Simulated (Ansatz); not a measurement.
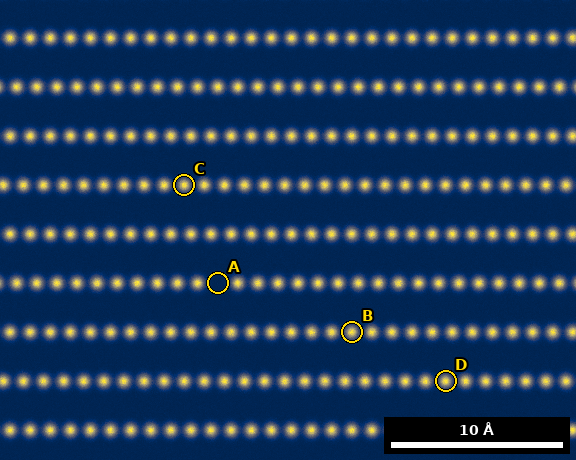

HAADF-like image of Pr (P6_3/mmc, No. 194) along [310]. The image is simulated as a sum over atoms of Z^1.7, blurred by a 0.58 Å probe (no channelling). Shot noise was added.

The sample is 1 repeat (9.6 Å) thick. One point defect was put into the perfect crystal, without relaxing the atoms around it. Brightness is counted from the darkest point of the image. Host structure: the input geometry of an electronic-structure calculation (not necessarily at equilibrium).

Question: Which ringed column holds the defect, and does it scatter more or less than its equals?

Answer: A; it scatters less. The column holds 1 atom (Pr) through the sample, and one Pr atom is missing, so its peak vanishes.
